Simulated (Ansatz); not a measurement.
GeH4ClO: geometry relaxation

- system: GeH4ClO, multiplicity 2
- method: UKS revPBE-D4/def2-SVP (Ansatz 0.2.0)

The input holds or restrains some coordinates. It belongs to a series of runs on one base structure; here: pulled along the bonds that form and break, towards end A. Figures and captions count atoms from 1; the log counts them from 0 in places.

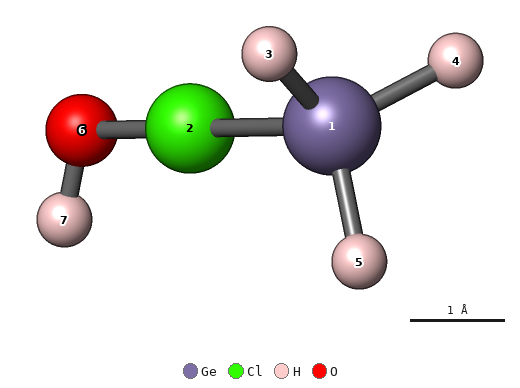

Fig. 1: The structure as given in the input (ball-and-stick view, seen at a tilt; atoms are numbered from 1 in the order of the input). Sticks mark near contacts. Bond lengths as drawn: Cl–Ge 2.47 Å, Cl–O 1.89 Å, Ge–H 1.55 Å and H–O 1.01 Å.

### Input file
```yaml
crystal:
  periodic: [false, false, false]
  atoms:
    - { symbol: Ge, position_ang: [0.0, 0.0, 0.0] }
    - { symbol: Cl, position_ang: [0.0, 0.0, 2.47] }
    - { symbol: H, position_ang: [1.4616, 0.0, -0.5162] }
    - { symbol: H, position_ang: [-0.73, 1.2648, -0.5162] }
    - { symbol: H, position_ang: [-0.73, -1.2648, -0.5162] }
    - { symbol: O, position_ang: [0.0, 0.0, 4.36] }
    - { symbol: H, position_ang: [-0.5144, -0.8011, 4.6971] }
magnetization:
  spin_polarized: true
  initial_magnetization: 1
basis:
  gaussian: { orbitals: def2-SVP }
hamiltonian:
  xc: revpbe
  dispersion: d4
relax:
  f_tol: 0.15
  max_steps: 25
  restrain:
    - { distance: [1, 5], at: 2.79, k: 30.0 }
    - { distance: [0, 1], at: 2.22, k: 30.0 }
output:
  orbitals: {}
```

Run on 2 threads of Arm Neoverse V1, 24 GiB of memory available, shared host.

Run as:
```bash
ansatz run input.yaml --threads 2 --pin off --max-ram 3072MiB --backend cpu --events-out ev --progress --plain --runs-dir out
```

### Output
```
The last accepted step is kept in [file] (removed where the run ends without a failure and the disk answers)
Engine: ansatz 0.2.0, aarch64-unknown-linux-gnu
Functional definition: revPBE
  parameter kappa = 1.245
  parameter beta = 0.06672455060314922
  exchange = pbe_x(kappa = kappa, mu = beta*pi^2/3)
  correlation = pbe_c(beta = beta)
921 factors; their error is unknown
mean field evaluation 1: about -71124.5772 eV, gradient 3.8e1 eV
mean field evaluation 2: about -71007.6725 eV, gradient 1.2e2 eV
mean field evaluation 4: about -71129.9163 eV, gradient 8.2e0 eV
mean field evaluation 8: about -71130.2712 eV, gradient 1.4e-1 eV
mean field evaluation 16: about -71130.2180 eV, gradient 2.5e-4 eV
mean field evaluation 32: about -71129.2444 eV, gradient 1.6e0 eV
mean field -71130.21801381 eV, -2613.9872982141 hartree, gradient 5.0e-6 eV, S^2 0.756068; 3 other end points of the search recorded, 0 dependent functions left out
the calculation of the forces begins
reference -71130.21805603 eV, -2613.9872997657 hartree; 31, 30 occupied and 53, 54 virtual orbitals, 921 factors
relax step   1: F+E_penalty+E_count = -71130.51129084 eV  Δ(F+E_penalty+E_count) = +0.000e0 eV  max|allowed force component| = 2.525e0 eV/Å  E_restraint = 13.08750000 eV  max|allowed force component, restraints' pulls added| = 3.702e1 eV/Å  Δτ_max = 0.0000 Å  (81 SCF iters, accepted)
  distance Cl 1 - O 5 = 1.8900 Å
  distance Ge 0 - Cl 1 = 2.4700 Å
these checks for a lower state are left out or cut short: starts, cluster_reference, orbital_swaps, neighbouring_geometries, increment
921 factors; their error is unknown
mean field -71130.90191744 eV, -2614.0124312089 hartree, gradient 4.3e-6 eV, S^2 0.752587; 0 other end points of the search recorded, 0 dependent functions left out
[... from here on the field's lines of each further geometry are left out, up to the last ...]
relax step   2: F+E_penalty+E_count = -71131.19554284 eV  Δ(F+E_penalty+E_count) = -6.843e-1 eV  max|allowed force component| = 1.565e0 eV/Å  E_restraint = 4.58877994 eV  max|allowed force component, restraints' pulls added| = 1.959e1 eV/Å  Δτ_max = 0.1904 Å  (44 SCF iters, accepted)
relax step   3: F+E_penalty+E_count = -71131.39086310 eV  Δ(F+E_penalty+E_count) = -1.953e-1 eV  max|allowed force component| = 6.668e-1 eV/Å  E_restraint = 0.63378867 eV  max|allowed force component, restraints' pulls added| = 6.005e0 eV/Å  Δτ_max = 0.1948 Å  (85 SCF iters, accepted)
relax step   4: F+E_penalty+E_count = -71131.41932412 eV  Δ(F+E_penalty+E_count) = -2.846e-2 eV  max|allowed force component| = 7.728e-1 eV/Å  E_restraint = 0.00135259 eV  max|allowed force component, restraints' pulls added| = 7.727e-1 eV/Å  Δτ_max = 0.1961 Å  (91 SCF iters, accepted)
relax step   5: F+E_penalty+E_count = -71131.43200800 eV  Δ(F+E_penalty+E_count) = -1.268e-2 eV  max|allowed force component| = 3.747e-1 eV/Å  E_restraint = 0.00104259 eV  max|allowed force component, restraints' pulls added| = 3.707e-1 eV/Å  Δτ_max = 0.1454 Å  (119 SCF iters, accepted)
relax step   6: F+E_penalty+E_count = -71131.44380766 eV  Δ(F+E_penalty+E_count) = -1.180e-2 eV  max|allowed force component| = 2.901e-1 eV/Å  E_restraint = 0.00089801 eV  max|allowed force component, restraints' pulls added| = 6.368e-2 eV/Å  Δτ_max = 0.1411 Å  (91 SCF iters, accepted)
relax step   7: F+E_penalty+E_count = -71131.45302626 eV  Δ(F+E_penalty+E_count) = -9.219e-3 eV  max|allowed force component| = 3.907e-1 eV/Å  E_restraint = 0.01340780 eV  max|allowed force component, restraints' pulls added| = 7.840e-1 eV/Å  Δτ_max = 0.1950 Å  (78 SCF iters, rejected (line search))
relax step   8: F+E_penalty+E_count = -71131.45053517 eV  Δ(F+E_penalty+E_count) = -6.728e-3 eV  max|allowed force component| = 2.604e-1 eV/Å  E_restraint = 0.00085265 eV  max|allowed force component, restraints' pulls added| = 1.256e-1 eV/Å  Δτ_max = 0.0934 Å  (47 SCF iters, accepted)
relax step   9: F+E_penalty+E_count = -71131.45548792 eV  Δ(F+E_penalty+E_count) = -4.953e-3 eV  max|allowed force component| = 2.843e-1 eV/Å  E_restraint = 0.00119116 eV  max|allowed force component, restraints' pulls added| = 1.692e-1 eV/Å  Δτ_max = 0.0968 Å  (43 SCF iters, accepted)
relax step  10: F+E_penalty+E_count = -71131.46174035 eV  Δ(F+E_penalty+E_count) = -6.252e-3 eV  max|allowed force component| = 3.450e-1 eV/Å  E_restraint = 0.00241732 eV  max|allowed force component, restraints' pulls added| = 3.158e-1 eV/Å  Δτ_max = 0.1483 Å  (74 SCF iters, accepted)
relax step  11: F+E_penalty+E_count = -71131.46276603 eV  Δ(F+E_penalty+E_count) = -1.026e-3 eV  max|allowed force component| = 3.327e-1 eV/Å  E_restraint = 0.00096224 eV  max|allowed force component, restraints' pulls added| = 3.652e-1 eV/Å  Δτ_max = 0.1449 Å  (82 SCF iters, accepted)
the calculation of the forces begins
reference -71131.19785908 eV, -2614.0233068635 hartree; 31, 30 occupied and 53, 54 virtual orbitals, 921 factors
relax step  12: F+E_penalty+E_count = -71131.47656674 eV  Δ(F+E_penalty+E_count) = -1.380e-2 eV  max|allowed force component| = 2.245e-1 eV/Å  E_restraint = 0.00077840 eV  max|allowed force component, restraints' pulls added| = 2.170e-2 eV/Å  Δτ_max = 0.1379 Å  (51 SCF iters, accepted)
  distance Cl 1 - O 5 = 2.7902 Å
  distance Ge 0 - Cl 1 = 2.2128 Å
921 factors; their error is unknown
mean field evaluation 224: about -71131.2491 eV, gradient 2.1e-1 eV
```

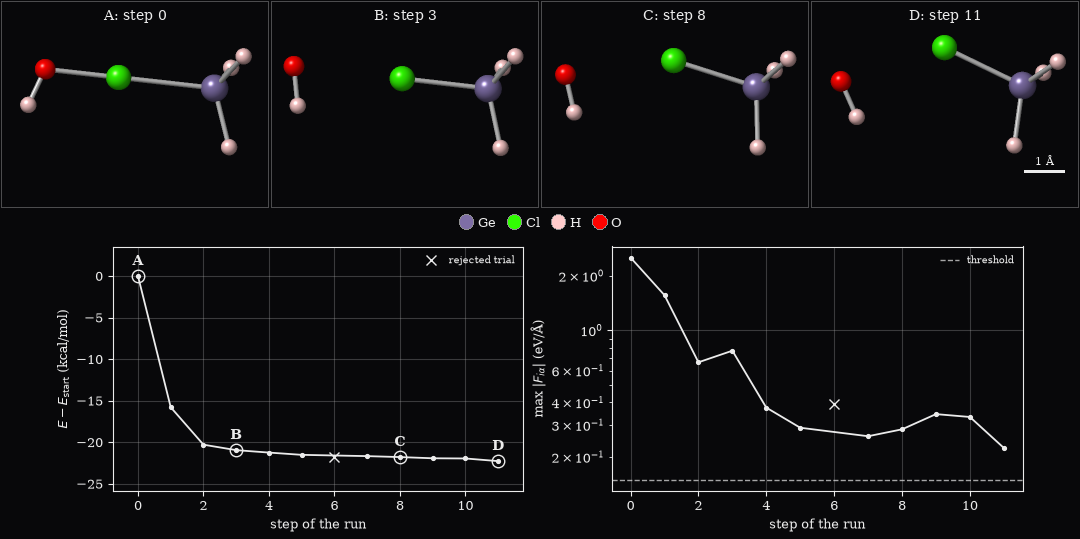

Fig. 2: Frames of the restrained relaxation (ball-and-stick view, seen at a tilt) above the curves, on which the letters mark them (the first geometry is step 0 here and step 1 in the log).

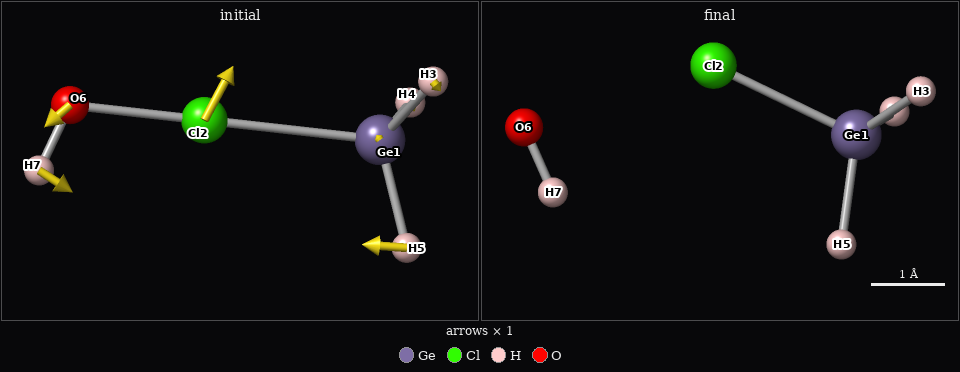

Fig. 3: Before (left) and after (right) the restrained relaxation, at one scale (ball-and-stick view, seen at a tilt). The yellow arrows give the displacements, at true length. The energy falls by 22.3 kcal/mol in 11 geometry steps. The largest force component goes from 2.5 to 0.22 eV/Å. The line search rejected the trial step at point 6 (counted from 0) and went back. Cl2 moves most after the best rigid fit: 0.86 Å. Largest moves by element: Cl 0.86 Å, H 0.63 Å, O 0.48 Å, Ge 0.09 Å. Among the contacts that change: Cl2–O6 1.890 → 2.790 Å, Ge1–Cl2 2.470 → 2.213 Å, O6–H7 1.010 → 0.988 Å. Bonds break: Cl2–O6 (1.89 → 2.79 Å). Among the angles that change: Cl2–Ge1–H3 109.5° → 106.8°, H3–Ge1–H4 109.5° → 112.0°. (Atoms are counted from 1 in the order of the input.)

```
mean field -71131.19781832 eV, -2614.0233053658 hartree, gradient 1.1e-6 eV, S^2 0.751701; 4 other end points of the search recorded, 0 dependent functions left out
the calculation of the forces begins
reference -71131.19785908 eV, -2614.0233068635 hartree; 31, 30 occupied and 53, 54 virtual orbitals, 921 factors
Total energy: -71131.47660750 eV, -2614.0335506790 hartree
Atom 0 at     0.025243     0.038550     0.055480 Å, force     0.035723     0.053633     0.224451 eV/Å
Atom 1 at     0.444994     0.676846     2.132224 Å, force    -0.035528    -0.055889    -0.198950 eV/Å
Atom 2 at     1.393635    -0.134733    -0.645488 Å, force     0.007071    -0.003425    -0.004517 eV/Å
Atom 3 at    -0.822466     1.156163    -0.597234 Å, force    -0.006926     0.005633    -0.003672 eV/Å
Atom 4 at    -0.752175    -1.298620     0.134144 Å, force     0.001259     0.001629     0.006923 eV/Å
Atom 5 at    -0.176537    -0.250640     4.689299 Å, force    -0.001728     0.000450    -0.012043 eV/Å
Atom 6 at    -0.625494    -0.988666     4.210075 Å, force     0.000127    -0.002030    -0.012191 eV/Å
Dipole moment:    -0.194592    -0.313978    -0.693434 e Å
```

### Trajectory as extended XYZ (Å, eV, eV/Å), 12 frames, from step=1 to step=12
```
7
Properties=species:S:1:pos:R:3:forces:R:3 step=1 energy=-71130.51129
Ge    0.0000    0.0000    0.0000   -0.0606  -0.1210   0.3697
Cl    0.0000    0.0000    2.4700    0.0365   0.0553  -2.5247
H     1.4616    0.0000   -0.5162    0.1167  -0.0006   0.1781
H    -0.7300    1.2648   -0.5162   -0.0677   0.1162   0.1681
H    -0.7300   -1.2648   -0.5162   -0.0642  -0.1113   0.1221
O     0.0000    0.0000    4.3600   -0.3968  -0.6176   2.4013
H    -0.5144   -0.8011    4.6971    0.4360   0.6789  -0.7148
7
Properties=species:S:1:pos:R:3:forces:R:3 step=2 energy=-71131.19554
Ge   -0.0010   -0.0019    0.0099   -0.0059  -0.0244   0.1671
Cl    0.0045    0.0070    2.2797    0.0582   0.0900  -1.5651
H     1.4628   -0.0001   -0.5114    0.0168  -0.0050   0.2080
H    -0.7308    1.2660   -0.5116   -0.0190   0.0229   0.2020
H    -0.7311   -1.2667   -0.5129   -0.0326  -0.0562   0.1679
O     0.0047    0.0073    4.5189   -0.1060  -0.1651   0.9291
H    -0.5219   -0.8128    4.7058    0.0885   0.1378  -0.1089
7
Properties=species:S:1:pos:R:3:forces:R:3 step=3 energy=-71131.39086
Ge   -0.0005   -0.0012   -0.0336    0.0087   0.0068  -0.6668
Cl    0.0052    0.0081    2.1169    0.0220   0.0340   0.5020
H     1.4674   -0.0002   -0.5092    0.1093  -0.0059  -0.0083
H    -0.7333    1.2701   -0.5095   -0.0629   0.0972  -0.0104
H    -0.7337   -1.2712   -0.5109   -0.0678  -0.1174  -0.0136
O     0.0104    0.0162    4.7134   -0.1969  -0.3067   0.2012
H    -0.5283   -0.8228    4.7113    0.1875   0.2920  -0.0040
7
Properties=species:S:1:pos:R:3:forces:R:3 step=4 energy=-71131.41932
Ge    0.0004    0.0002   -0.0896   -0.0032  -0.0059   0.1556
Cl    0.0047    0.0072    2.1210    0.0140   0.0217  -0.3208
H     1.4749   -0.0012   -0.5577    0.0327  -0.0013   0.0308
H    -0.7379    1.2764   -0.5579   -0.0180   0.0282   0.0305
H    -0.7374   -1.2777   -0.5559   -0.0185  -0.0316   0.0298
O     0.0091    0.0142    4.9095   -0.4962  -0.7728  -0.1146
H    -0.5266   -0.8202    4.7091    0.4890   0.7617   0.1886
7
Properties=species:S:1:pos:R:3:forces:R:3 step=5 energy=-71131.43201
Ge    0.0009    0.0010   -0.0760    0.0077   0.0100   0.2516
Cl    0.0786    0.1224    2.1313    0.0101   0.0155  -0.2960
H     1.4727   -0.0236   -0.5565   -0.0258   0.0046  -0.0292
H    -0.7579    1.2643   -0.5515    0.0164  -0.0184  -0.0272
H    -0.7523   -1.3010   -0.4498    0.0108   0.0178   0.0118
O    -0.0253   -0.0385    4.9171   -0.2402  -0.3747  -0.0974
H    -0.5295   -0.8257    4.5638    0.2211   0.3452   0.1865
7
Properties=species:S:1:pos:R:3:forces:R:3 step=6 energy=-71131.44381
Ge    0.0083    0.0127   -0.0588   -0.0049  -0.0056   0.2375
Cl    0.1552    0.2408    2.1368    0.0214   0.0318  -0.2901
H     1.4570   -0.0408   -0.5987    0.0111   0.0069  -0.0075
H    -0.7663    1.2445   -0.5845    0.0009   0.0101  -0.0072
H    -0.7546   -1.3050   -0.3391   -0.0062  -0.0087   0.0057
O    -0.0596   -0.0908    4.8993   -0.0423  -0.0657   0.0214
H    -0.5529   -0.8624    4.5235    0.0199   0.0311   0.0403
7
Properties=species:S:1:pos:R:3:forces:R:3 step=7 energy=-71131.45303 accepted=F
Ge    0.0130    0.0200   -0.0432    0.0215   0.0187   0.3301
Cl    0.2615    0.4043    2.1337   -0.0315  -0.0497  -0.3907
H     1.4401   -0.0622   -0.6393   -0.0132  -0.0124   0.0060
H    -0.7784    1.2213   -0.6162   -0.0076  -0.0130   0.0060
H    -0.7618   -1.3161   -0.2176    0.0442   0.0768   0.0484
O    -0.1003   -0.1525    4.8740    0.0814   0.1286   0.0777
H    -0.5868   -0.9157    4.4872   -0.0948  -0.1490  -0.0775
7
Properties=species:S:1:pos:R:3:forces:R:3 step=8 energy=-71131.45053
Ge    0.0113    0.0174   -0.0550    0.0196   0.0290   0.2466
Cl    0.2063    0.3185    2.1283    0.0077   0.0112  -0.2604
H     1.4485   -0.0483   -0.6235    0.0139  -0.0068  -0.0087
H    -0.7696    1.2344   -0.6047   -0.0138   0.0082  -0.0078
H    -0.7562   -1.3074   -0.2803   -0.0101  -0.0154   0.0076
O    -0.0766   -0.1164    4.8708    0.0630   0.0995   0.0740
H    -0.5766   -0.8993    4.5429   -0.0801  -0.1256  -0.0513
7
Properties=species:S:1:pos:R:3:forces:R:3 step=9 energy=-71131.45549
Ge    0.0153    0.0232   -0.0438    0.0324   0.0470   0.2397
Cl    0.2595    0.3993    2.1259   -0.0151  -0.0248  -0.2843
H     1.4396   -0.0630   -0.6443    0.0022  -0.0016   0.0062
H    -0.7790    1.2204   -0.6200   -0.0042   0.0046   0.0063
H    -0.7568   -1.3073   -0.2209   -0.0040  -0.0083   0.0367
O    -0.0952   -0.1428    4.8476    0.0643   0.1024   0.0569
H    -0.5963   -0.9309    4.5340   -0.0757  -0.1194  -0.0615
7
Properties=species:S:1:pos:R:3:forces:R:3 step=10 energy=-71131.46174
Ge    0.0197    0.0308   -0.0256    0.0287   0.0188   0.3450
Cl    0.3391    0.5175    2.1157   -0.0314  -0.0459  -0.2705
H     1.4297   -0.0831   -0.6599   -0.0507  -0.0200  -0.0087
H    -0.7934    1.2054   -0.6262    0.0019  -0.0450  -0.0100
H    -0.7602   -1.3135   -0.0728    0.0540   0.0949  -0.0265
O    -0.1266   -0.1861    4.7883    0.0665   0.1077   0.0478
H    -0.6210   -0.9720    4.4589   -0.0688  -0.1105  -0.0771
7
Properties=species:S:1:pos:R:3:forces:R:3 step=11 energy=-71131.46277
Ge    0.0217    0.0319    0.0378    0.0038  -0.0194   0.0822
Cl    0.4041    0.6187    2.1445   -0.0785  -0.1267  -0.3327
H     1.4029   -0.1098   -0.6570   -0.0327  -0.0060   0.0783
H    -0.8054    1.1708   -0.6148    0.0048  -0.0180   0.0705
H    -0.7634   -1.3182   -0.0019    0.1059   0.1749   0.1246
O    -0.1485   -0.2204    4.7559   -0.1425  -0.2244  -0.1410
H    -0.6241   -0.9741    4.3140    0.1391   0.2197   0.1180
7
Properties=species:S:1:pos:R:3:forces:R:3 step=12 energy=-71131.47657
Ge    0.0252    0.0386    0.0555    0.0357   0.0536   0.2245
Cl    0.4450    0.6768    2.1322   -0.0355  -0.0559  -0.1989
H     1.3936   -0.1347   -0.6455    0.0071  -0.0034  -0.0045
H    -0.8225    1.1562   -0.5972   -0.0069   0.0056  -0.0037
H    -0.7522   -1.2986    0.1341    0.0013   0.0016   0.0069
O    -0.1765   -0.2506    4.6893   -0.0017   0.0004  -0.0120
H    -0.6255   -0.9887    4.2101    0.0001  -0.0020  -0.0122
```

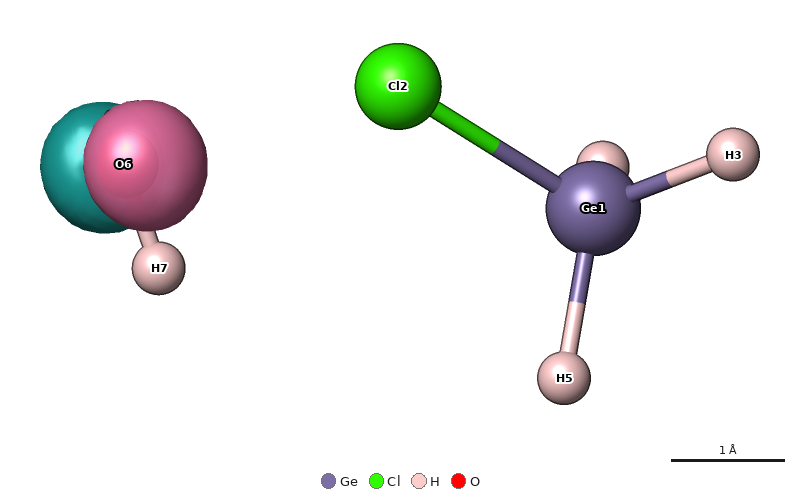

Fig. 4: One frontier orbital at ±0.4 Å⁻³ᐟ² (teal and pink are the two phases), seen at a tilt. The HOMO (β), at −5.70 eV.

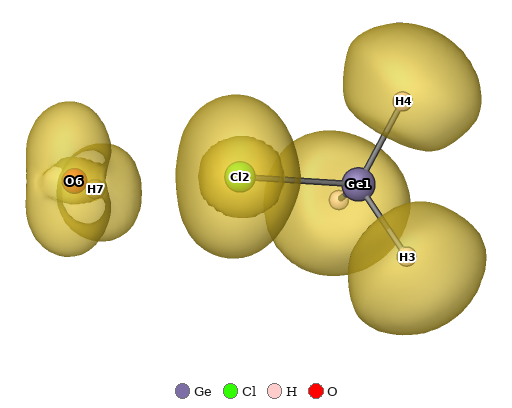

Fig. 5: Isosurface of the ELF at 0.75 (yellow), seen from the side. Core shells and regions of very low density are left out. Along the contacts the grid gives the following. Cl2···O6 (2.79 Å): the ELF is only about 0.05 between them (a non-bonded, intermolecular contact). Ge–Cl (2.21 Å): the ELF peaks at about 0.85 in the valence shell of Cl, 0.8 Å from its nucleus, and is about 0.65 at the midpoint.

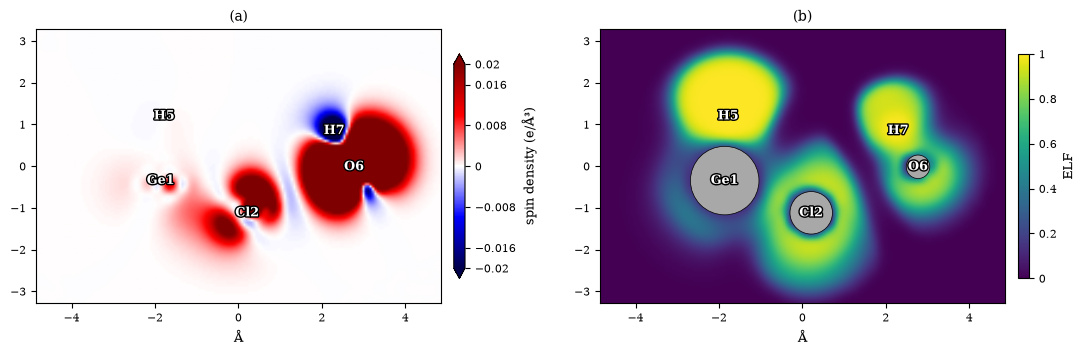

Fig. 6: (a) spin density; (b) ELF on the plane of atoms Cl2, Ge1 and H5. Grey discs, where drawn, cover atomic cores. Atoms in the plane: Ge, Cl, H and O. Cl2···O6 (2.79 Å): the ELF is only about 0.05 between them; a non-bonded, intermolecular contact. Ge–Cl (2.21 Å): the ELF peaks at about 0.85 in the valence shell of Cl, 0.8 Å from its nucleus, and is about 0.65 at the midpoint. O–H (0.99 Å): the ELF climbs to about 1 towards the hydrogen, as it does in any bond to H (a covalent bond by its length). Ge–H (1.55 Å): the ELF climbs to about 1 towards the hydrogen. The unpaired spin (1 electron) lies mostly on O6 (about 0.9), in electrons by Hirshfeld's partition.

### Results in brief

| quantity | value |
| --- | --- |
| outcome | converged under the restraints of the input |
| total energy | −71131.4766 eV |
| mean-field energy | −71131.1979 eV |
| ⟨S²⟩ | 0.752 |
| largest force (length of the vector) at the end, held atoms and coordinates included | 0.234 eV/Å |
| wall time | 61 s (CPU time 2 min) |
| peak memory | 0.18 GiB |
